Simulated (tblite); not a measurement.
**Geometry relaxation, with input and output: CH₇Cl₂NOSi₂**

System: CH₇Cl₂NOSi₂.
Method: GFN2-xTB geometry optimisation, gas phase (tblite 0.8.0).

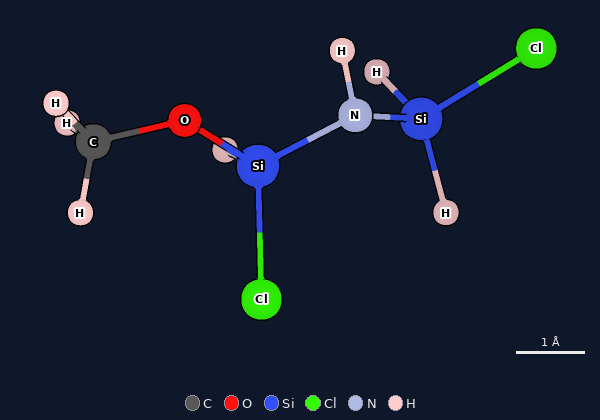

**Figure 1.** The input geometry (ball-and-stick view, seen at a tilt). Bond lengths as drawn: Cl–Si 2.03 to 2.05 Å, C–H 1.09 to 1.10 Å, C–O 1.40 Å, H–N 1.01 Å, H–Si 1.48 Å, N–Si 1.67 to 1.68 Å and O–Si 1.67 Å.

Input:
```
{"job": {"xc": "GFN2-xTB", "basis": "xTB", "kind": "relax"}, "charge": 0, "multiplicity": 1}
C     -2.554100     0.937100    -0.157500
O     -1.245400     1.033700     0.338100
Si    -0.245300    -0.301200     0.258800
Cl    -1.007900    -1.693700     1.517400
N      1.247600     0.259400     0.755400
Si     2.447700    -0.723700     0.102200
Cl     4.273400     0.056300     0.606700
H     -3.157200     0.230900     0.422200
H     -2.563900     0.668000    -1.218100
H     -3.034400     1.923600    -0.053400
H     -0.261600    -0.810900    -1.134500
H      1.362300     1.206300     0.414400
H      2.357900    -2.097300     0.650600
H      2.380500    -0.689100    -1.376000
```

The first line tells a small driver script what to run in tblite; the rest is the geometry in Å.

Run on 1 CPU thread, shared host.

Launched with:
```bash
OMP_NUM_THREADS=1 python <driver script> task.json out
```

The program's output:
```
step      E/eV     max force
  0    -692.02177    3.272
  1    -692.22017    0.898
  2    -692.26084    0.709
  3    -692.28712    0.632
  4    -692.31576    0.445
  5    -692.34342    0.388
  6    -692.37018    0.421
  7    -692.39718    0.406
  8    -692.42431    0.394
  9    -692.44419    0.383
 10    -692.45899    0.359
 11    -692.47184    0.841
 12    -692.48062    0.442
 13    -692.48787    0.247
 14    -692.49274    0.143
 15    -692.49630    0.141
 16    -692.50134    0.149
 17    -692.50596    0.183
 18    -692.51013    0.186
 19    -692.51450    0.195
 20    -692.51899    0.176
 21    -692.52376    0.175
 22    -692.52802    0.141
 23    -692.53106    0.160
 24    -692.53357    0.148
 25    -692.53629    0.162
 26    -692.53890    0.125
 27    -692.54102    0.124
 28    -692.54270    0.095
 29    -692.54447    0.170
 30    -692.54695    0.199
 31    -692.55097    0.167
 32    -692.55423    0.114
 33    -692.55627    0.124
 34    -692.55861    0.129
 35    -692.56128    0.129
 36    -692.56416    0.131
 37    -692.56655    0.105
 38    -692.56826    0.078
 39    -692.56949    0.082
 40    -692.57051    0.082
 41    -692.57148    0.072
 42    -692.57249    0.074
 43    -692.57346    0.087
 44    -692.57434    0.094
 45    -692.57517    0.078
 46    -692.57595    0.078
 47    -692.57638    0.062
 48    -692.57657    0.030
 49    -692.57657    0.030
 50    -692.57663    0.024
 51    -692.57687    0.049
 52    -692.57695    0.047
 53    -692.57710    0.024
 54    -692.57718    0.021
 55    -692.57728    0.034
 56    -692.57739    0.048
 57    -692.57755    0.044
 58    -692.57770    0.034
 59    -692.57787    0.036
 60    -692.57812    0.054
 61    -692.57852    0.087
 62    -692.57905    0.093
 63    -692.57956    0.060
 64    -692.57998    0.046
 65    -692.58041    0.066
 66    -692.58094    0.071
 67    -692.58151    0.061
 68    -692.58198    0.053
 69    -692.58235    0.051
 70    -692.58277    0.082
 71    -692.58333    0.096
 72    -692.58397    0.070
 73    -692.58454    0.063
 74    -692.58503    0.056
 75    -692.58556    0.070
 76    -692.58617    0.071
 77    -692.58673    0.055
 78    -692.58712    0.044
 79    -692.58740    0.042
 80    -692.58767    0.051
 81    -692.58791    0.049
 82    -692.58809    0.041
 83    -692.58823    0.034
 84    -692.58839    0.055
 85    -692.58860    0.051
 86    -692.58900    0.046
 87    -692.58917    0.040
 88    -692.58939    0.033
 89    -692.58954    0.028
 90    -692.58967    0.027
 91    -692.58976    0.025
 92    -692.58986    0.026
 93    -692.58994    0.024
 94    -692.59002    0.027
 95    -692.59008    0.025
 96    -692.59017    0.030
 97    -692.59029    0.038
 98    -692.59040    0.029
 99    -692.59047    0.018
100    -692.59052    0.018
101    -692.59058    0.023
102    -692.59069    0.031
103    -692.59085    0.032
104    -692.59100    0.027
105    -692.59110    0.023
106    -692.59117    0.022
107    -692.59128    0.032
108    -692.59143    0.035
109    -692.59162    0.038
110    -692.59179    0.039
111    -692.59193    0.043
112    -692.59210    0.046
113    -692.59233    0.044
114    -692.59258    0.033
115    -692.59269    0.019
116    -692.59275    0.017
117    -692.59278    0.019
118    -692.59284    0.015
119    -692.59288    0.011
120    -692.59291    0.012
121    -692.59293    0.015
122    -692.59296    0.016
123    -692.59299    0.013
124    -692.59303    0.015
125    -692.59307    0.021
126    -692.59312    0.025
127    -692.59320    0.027
128    -692.59336    0.034
129    -692.59362    0.046
130    -692.59393    0.050
131    -692.59422    0.035
132    -692.59442    0.036
133    -692.59458    0.037
134    -692.59471    0.043
135    -692.59499    0.038
136    -692.59528    0.034
137    -692.59570    0.045
138    -692.59592    0.043
139    -692.59624    0.048
140    -692.59651    0.030
141    -692.59664    0.021
142    -692.59672    0.021
143    -692.59683    0.024
144    -692.59695    0.026
145    -692.59709    0.029
146    -692.59722    0.030
147    -692.59733    0.030
148    -692.59747    0.027
149    -692.59757    0.026
150    -692.59765    0.022
151    -692.59772    0.017
152    -692.59776    0.013
153    -692.59778    0.011
154    -692.59781    0.009
155    -692.59783    0.009
156    -692.59784    0.007
157    -692.59785    0.007
158    -692.59785    0.005
159    -692.59786    0.005
160    -692.59786    0.007
161    -692.59787    0.006
162    -692.59788    0.005
163    -692.59788    0.004
```

Trajectory as extended XYZ (Å, eV, eV/Å), 12 frames, from step=0 to step=163:
```
14
Properties=species:S:1:pos:R:3:forces:R:3 step=0 energy=-692.02177
C    -2.5541    0.9371   -0.1575   -0.4050   0.6580   0.1710
O    -1.2454    1.0337    0.3381    0.6070  -1.1610  -0.3640
Si   -0.2453   -0.3012    0.2588   -3.2550   0.1070  -0.3140
Cl   -1.0079   -1.6937    1.5174    0.3580   0.2610  -0.3520
N     1.2476    0.2594    0.7554    0.4600   1.3360   0.3360
Si    2.4477   -0.7237    0.1022    2.4060  -1.1670  -0.4340
Cl    4.2734    0.0563    0.6067   -0.6960  -0.2260  -0.1300
H    -3.1572    0.2309    0.4222    0.2190  -0.1120  -0.1310
H    -2.5639    0.6680   -1.2181    0.0290  -0.1100   0.1920
H    -3.0344    1.9236   -0.0534    0.2670  -0.1970  -0.0160
H    -0.2616   -0.8109   -1.1345   -0.1110   0.0090   0.3960
H     1.3623    1.2063    0.4144    0.0540   0.2290   0.5400
H     2.3579   -2.0973    0.6506   -0.0620   0.5400  -0.1770
H     2.3805   -0.6891   -1.3760    0.1300  -0.1670   0.2840
14
Properties=species:S:1:pos:R:3:forces:R:3 step=14 energy=-692.49274
C    -2.6173    0.9889   -0.1527   -0.0700   0.0270   0.0190
O    -1.2803    1.0045    0.2615   -0.0040   0.0400  -0.0430
Si   -0.3337   -0.3016    0.1884   -0.0860  -0.0050  -0.0520
Cl   -0.8984   -1.7012    1.5094    0.0310   0.0320   0.0670
N     1.2539    0.2721    0.4868   -0.0380   0.0190   0.0270
Si    2.5793   -0.7307    0.0374   -0.0070  -0.0310   0.0050
Cl    4.2704    0.1048    0.6738    0.0150   0.0880   0.0400
H    -3.1909    0.2712    0.4327   -0.0480  -0.0510   0.0430
H    -2.6851    0.7146   -1.2061   -0.0160  -0.0110  -0.0170
H    -3.0403    1.9808   -0.0167    0.0600   0.1030   0.0600
H    -0.4304   -0.9437   -1.1132    0.0610  -0.0250  -0.1070
H     1.3854    1.2334    0.7615   -0.0160  -0.1350  -0.0440
H     2.3747   -2.0203    0.6780    0.0510  -0.0530   0.0460
H     2.6120   -0.8732   -1.4143    0.0670   0.0020  -0.0440
14
Properties=species:S:1:pos:R:3:forces:R:3 step=29 energy=-692.54447
C    -2.6713    1.0404   -0.1271    0.0680  -0.0060   0.0090
O    -1.3017    0.9576    0.1476    0.1490   0.0710   0.0410
Si   -0.3648   -0.3553    0.0920   -0.0280  -0.0470  -0.0300
Cl   -0.8792   -1.6515    1.5485   -0.0200   0.0250  -0.0970
N     1.2399    0.2110    0.3295   -0.0650  -0.1520  -0.0050
Si    2.6372   -0.7606    0.0460   -0.0580   0.0030  -0.0230
Cl    4.1975    0.2672    0.7595   -0.0170  -0.0060   0.0160
H    -3.2317    0.3443    0.4971   -0.0470  -0.0170   0.0240
H    -2.8524    0.8067   -1.1758   -0.0630  -0.0320  -0.0500
H    -2.9964    2.0599    0.0734    0.0180   0.0230   0.0460
H    -0.4329   -1.0224   -1.1989   -0.0070  -0.0720   0.0210
H     1.3472    1.0887    0.8049    0.0240   0.1250   0.0230
H     2.5190   -2.0506    0.7266    0.0370   0.0960  -0.0090
H     2.7889   -0.9356   -1.3970    0.0090  -0.0110   0.0330
14
Properties=species:S:1:pos:R:3:forces:R:3 step=44 energy=-692.57434
C    -2.6373    1.0753   -0.0853    0.0140   0.0400  -0.0260
O    -1.2469    0.9355    0.0194   -0.0620  -0.0540   0.0230
Si   -0.3922   -0.4356    0.0170    0.0310   0.0160  -0.0340
Cl   -1.0382   -1.6881    1.4507   -0.0060  -0.0030  -0.0130
N     1.1988    0.1199    0.3480    0.0090  -0.0080  -0.0200
Si    2.6621   -0.7477    0.0705   -0.0300   0.0300   0.0290
Cl    4.1215    0.4010    0.8183    0.0060   0.0010  -0.0230
H    -3.1554    0.3916    0.5935    0.0460   0.0330  -0.0750
H    -2.9556    0.8813   -1.1127   -0.0150  -0.0600   0.0580
H    -2.8909    2.1041    0.1702    0.0230   0.0000   0.0450
H    -0.4363   -1.1539   -1.2495   -0.0130   0.0150   0.0220
H     1.2701    1.0738    0.6647    0.0010  -0.0070  -0.0060
H     2.6380   -2.0179    0.7860   -0.0280   0.0010   0.0000
H     2.8617   -0.9399   -1.3644    0.0240  -0.0040   0.0210
14
Properties=species:S:1:pos:R:3:forces:R:3 step=59 energy=-692.57787
C    -2.6350    1.0824   -0.0738    0.0010  -0.0110   0.0190
O    -1.2478    0.9220    0.0104    0.0070   0.0080  -0.0300
Si   -0.3920   -0.4463   -0.0095    0.0080   0.0110  -0.0070
Cl   -1.0453   -1.6997    1.4201    0.0070  -0.0250   0.0040
N     1.1947    0.1218    0.3195    0.0000  -0.0040   0.0060
Si    2.6635   -0.7462    0.0858   -0.0010   0.0080  -0.0010
Cl    4.1151    0.4225    0.8156    0.0060  -0.0010   0.0130
H    -3.1471    0.4034    0.6104   -0.0090  -0.0170   0.0090
H    -2.9782    0.8826   -1.0914    0.0030   0.0260   0.0240
H    -2.8670    2.1122    0.1978   -0.0050  -0.0060  -0.0300
H    -0.4376   -1.1676   -1.2734   -0.0060   0.0280   0.0090
H     1.2595    1.0752    0.6394   -0.0110  -0.0020  -0.0130
H     2.6205   -2.0077    0.8154   -0.0060   0.0080   0.0130
H     2.8959   -0.9552   -1.3401    0.0070  -0.0240  -0.0170
14
Properties=species:S:1:pos:R:3:forces:R:3 step=74 energy=-692.58503
C    -2.6478    1.0699   -0.0249   -0.0170   0.0130   0.0080
O    -1.2581    0.9301    0.0287   -0.0060  -0.0160   0.0020
Si   -0.3761   -0.4156   -0.0791    0.0110  -0.0180   0.0330
Cl   -0.9338   -1.7802    1.2895   -0.0070   0.0300  -0.0300
N     1.2025    0.1712    0.2553    0.0320  -0.0280  -0.0240
Si    2.6473   -0.7588    0.1325    0.0340  -0.0140   0.0150
Cl    4.1199    0.3981    0.8388   -0.0050   0.0130  -0.0060
H    -3.1408    0.3942    0.6762    0.0270  -0.0230   0.0240
H    -3.0161    0.8577   -1.0302    0.0120   0.0110  -0.0170
H    -2.8806    2.1001    0.2391   -0.0450   0.0330  -0.0040
H    -0.4474   -1.0624   -1.3813   -0.0050   0.0090  -0.0110
H     1.2762    1.1500    0.4836   -0.0060  -0.0330  -0.0230
H     2.5214   -1.9533    0.9591    0.0050   0.0030  -0.0040
H     2.9328   -1.1014   -1.2611   -0.0300   0.0200   0.0380
14
Properties=species:S:1:pos:R:3:forces:R:3 step=88 energy=-692.58939
C    -2.6549    1.0633    0.0119    0.0110  -0.0110  -0.0030
O    -1.2599    0.9489    0.0432   -0.0100  -0.0310   0.0020
Si   -0.3727   -0.3897   -0.1306   -0.0030   0.0110  -0.0210
Cl   -0.9054   -1.8092    1.1860   -0.0140   0.0050  -0.0070
N     1.2140    0.1719    0.2081   -0.0090   0.0060   0.0050
Si    2.6516   -0.7788    0.1796   -0.0100   0.0140   0.0040
Cl    4.1160    0.4093    0.8513   -0.0020   0.0040  -0.0130
H    -3.1177    0.3742    0.7221    0.0170   0.0210   0.0030
H    -3.0331    0.8384   -0.9878    0.0060   0.0250   0.0100
H    -2.9101    2.0899    0.2763    0.0020  -0.0310  -0.0050
H    -0.4763   -0.9733   -1.4628   -0.0020   0.0040   0.0150
H     1.3034    1.1648    0.3508    0.0000  -0.0060   0.0060
H     2.5009   -1.9222    1.0709    0.0020   0.0070  -0.0110
H     2.9434   -1.1879   -1.1926    0.0130  -0.0160   0.0140
14
Properties=species:S:1:pos:R:3:forces:R:3 step=103 energy=-692.59085
C    -2.6519    1.0597    0.0337    0.0010  -0.0020   0.0010
O    -1.2575    0.9499    0.0401    0.0250   0.0190   0.0070
Si   -0.3716   -0.3836   -0.1670   -0.0040  -0.0120  -0.0050
Cl   -0.9187   -1.8289    1.1158    0.0090   0.0030  -0.0070
N     1.2150    0.1712    0.1847   -0.0080  -0.0100  -0.0080
Si    2.6520   -0.7816    0.2043   -0.0230  -0.0070   0.0020
Cl    4.1105    0.4380    0.8289    0.0060   0.0040   0.0050
H    -3.0974    0.3640    0.7462   -0.0140  -0.0240   0.0150
H    -3.0447    0.8442   -0.9610   -0.0220   0.0070  -0.0200
H    -2.9095    2.0804    0.3132    0.0110   0.0190   0.0000
H    -0.4864   -0.9343   -1.5116    0.0130  -0.0060   0.0010
H     1.3063    1.1670    0.3040    0.0030  -0.0020   0.0070
H     2.4855   -1.8899    1.1358    0.0140   0.0130   0.0080
H     2.9677   -1.2565   -1.1407   -0.0100   0.0000  -0.0070
14
Properties=species:S:1:pos:R:3:forces:R:3 step=118 energy=-692.59284
C    -2.6487    1.0648    0.0571   -0.0020   0.0000  -0.0020
O    -1.2556    0.9414    0.0074   -0.0130  -0.0070   0.0040
Si   -0.3731   -0.3901   -0.2262    0.0000  -0.0020   0.0040
Cl   -0.9224   -1.8630    1.0237   -0.0050  -0.0060   0.0040
N     1.2097    0.1609    0.1475    0.0030   0.0040   0.0040
Si    2.6478   -0.7850    0.2357    0.0100   0.0010  -0.0030
Cl    4.0985    0.4846    0.7800    0.0010  -0.0030  -0.0090
H    -3.0773    0.3488    0.7615    0.0070   0.0000  -0.0080
H    -3.0835    0.8909   -0.9294    0.0080   0.0070   0.0030
H    -2.8801    2.0791    0.3821   -0.0020  -0.0070  -0.0040
H    -0.4707   -0.9171   -1.5807   -0.0040   0.0050  -0.0060
H     1.2912    1.1530    0.3001    0.0030   0.0100   0.0020
H     2.5102   -1.8258    1.2469    0.0010  -0.0020   0.0010
H     2.9534   -1.3431   -1.0793   -0.0080  -0.0010   0.0080
14
Properties=species:S:1:pos:R:3:forces:R:3 step=133 energy=-692.59458
C    -2.6462    1.0645    0.0552    0.0010  -0.0090   0.0060
O    -1.2538    0.9368    0.0242    0.0070  -0.0090   0.0010
Si   -0.3720   -0.3905   -0.2343    0.0220   0.0070   0.0000
Cl   -0.9389   -1.8978    0.9662    0.0050   0.0060   0.0010
N     1.2022    0.1603    0.1766    0.0160   0.0030  -0.0060
Si    2.6435   -0.7822    0.2584   -0.0090  -0.0030  -0.0020
Cl    4.1279    0.5052    0.6469   -0.0090   0.0070  -0.0040
H    -3.0885    0.3066    0.7042   -0.0210  -0.0120  -0.0080
H    -3.0593    0.9573   -0.9494   -0.0140   0.0040   0.0010
H    -2.8811    2.0557    0.4421   -0.0010   0.0090  -0.0090
H    -0.4463   -0.8817   -1.6045   -0.0140   0.0120   0.0100
H     1.2723    1.1522    0.3394    0.0270  -0.0210   0.0130
H     2.5676   -1.7638    1.3343   -0.0130   0.0100   0.0100
H     2.8719   -1.4233   -1.0328    0.0030  -0.0030  -0.0130
14
Properties=species:S:1:pos:R:3:forces:R:3 step=148 energy=-692.59747
C    -2.6590    1.0495    0.0706   -0.0010  -0.0020  -0.0020
O    -1.2649    0.9307    0.0879   -0.0030  -0.0040   0.0160
Si   -0.3597   -0.3568   -0.2709    0.0030   0.0130   0.0030
Cl   -0.8815   -1.9629    0.8167   -0.0060   0.0110  -0.0050
N     1.2141    0.1711    0.1698    0.0150  -0.0020  -0.0110
Si    2.6340   -0.7964    0.3117   -0.0010  -0.0060   0.0010
Cl    4.1608    0.4975    0.4233   -0.0010  -0.0110  -0.0030
H    -3.1267    0.2271    0.6162    0.0060   0.0060  -0.0080
H    -3.0272    1.0467   -0.9574   -0.0020  -0.0040   0.0050
H    -2.9192    1.9958    0.5450    0.0090  -0.0080  -0.0020
H    -0.4436   -0.7356   -1.6754   -0.0060  -0.0090  -0.0050
H     1.3057    1.1576    0.3494   -0.0240   0.0120   0.0040
H     2.6093   -1.6052    1.5255    0.0020   0.0000   0.0100
H     2.7571   -1.6196   -0.8861    0.0080   0.0060  -0.0040
14
Properties=species:S:1:pos:R:3:forces:R:3 step=163 energy=-692.59788
C    -2.6571    1.0482    0.0714    0.0010  -0.0010  -0.0020
O    -1.2632    0.9295    0.0957    0.0010   0.0020   0.0010
Si   -0.3593   -0.3553   -0.2761   -0.0020  -0.0010   0.0030
Cl   -0.8877   -1.9628    0.8070    0.0010   0.0010  -0.0010
N     1.2160    0.1730    0.1594    0.0000  -0.0010   0.0010
Si    2.6340   -0.7955    0.3147    0.0030   0.0010  -0.0010
Cl    4.1674    0.4923    0.3999   -0.0010  -0.0010   0.0000
H    -3.1276    0.2195    0.6043    0.0020   0.0000  -0.0010
H    -3.0193    1.0569   -0.9585   -0.0030  -0.0010  -0.0010
H    -2.9197    1.9887    0.5552    0.0030  -0.0010   0.0010
H    -0.4476   -0.7324   -1.6810   -0.0010   0.0010   0.0010
H     1.2959    1.1553    0.3672   -0.0010   0.0000  -0.0010
H     2.6171   -1.5860    1.5414   -0.0020   0.0010   0.0000
H     2.7503   -1.6320   -0.8742   -0.0020   0.0000   0.0000
```

Key numbers:

- outcome: converged
- total energy: −692.5979 eV
- wall time: 1.2 s
- peak memory: 0.2 GiB
